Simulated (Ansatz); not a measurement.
The starting structures come from a database of crystals and need not be the phases stable at ambient conditions.

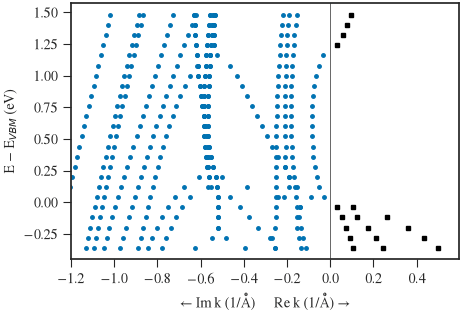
Figure: Complex bands at the centre of the two-dimensional zone; PBEsol run with Ansatz (a first-principles code)

The gap is the functional's own. No spin-orbit coupling. Mid-gap values are interpolated on the energy grid.

Q: This is MgCdTe₂ (R3m, not sure to be the ambient phase, 4 atoms a cell, 34.6 Å³ an atom) along the normal of (110). Read off the slowest decay at the centre of the two-dimensional zone at 0.60 eV, the computed energy nearest the middle of the gap.

A: κ ≈ 0.09 1/Å, a decay length 1/(2κ) of the density of 5.9 Å.
